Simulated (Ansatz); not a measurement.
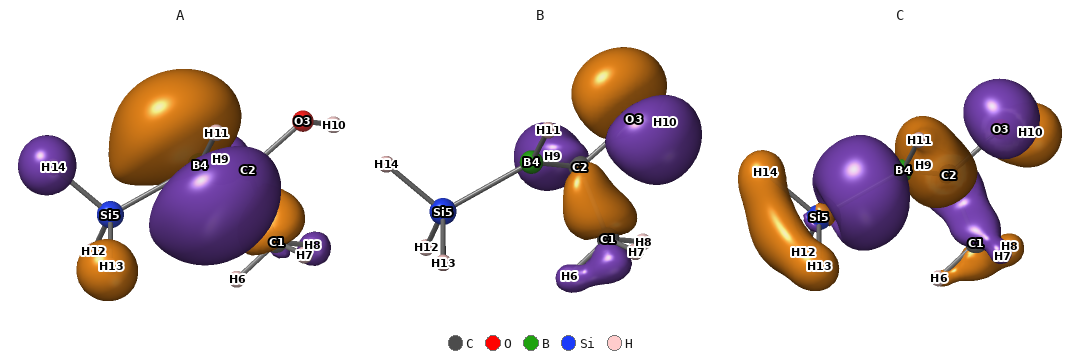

*C$_{2}$H$_{9}$BOSi (SMILES CC(O)B[SiH3]). Three frontier orbitals at ±0.1 Å⁻³ᐟ² (orange and purple are the two phases), in no order.*

Level of theory: RKS r2SCAN/6-31G in Ansatz.

```xyz
14

C    -1.2598    0.2059   -1.1290
C    -0.5995   -0.8042   -0.1552
O    -1.6204   -1.6659    0.4524
B     0.1612   -0.0277    0.9689
Si    1.8175    1.0768    0.5667
H    -0.5159    0.8365   -1.6298
H    -1.9694    0.8462   -0.5925
H    -1.8163   -0.3378   -1.9048
H     0.1144   -1.4199   -0.7395
H    -2.1028   -2.1415   -0.2582
H    -0.2689   -0.0503    2.0856
H     2.2965    0.9814   -0.8608
H     1.5509    2.5354    0.8540
H     2.9633    0.6681    1.4589
```

Which picture is the HOMO−1, the HOMO and the LUMO?

Answer. C is the HOMO−1 (−7.22 eV). It lies mainly on B4 (about 25 %), Si5 (about 20 %), O3 (about 20 %) and C2 (about 15 %). B is the HOMO (−6.20 eV). It lies mainly on O3 (about 75 %) and C2 (about 10 %); largely a lone pair of O3. A is the LUMO (−2.39 eV). By Hirshfeld shares it lies mainly on B4 (about 55 %) and C2 (about 10 %).

What is the HOMO–LUMO gap?

Answer. 3.81 eV between the orbital energies.
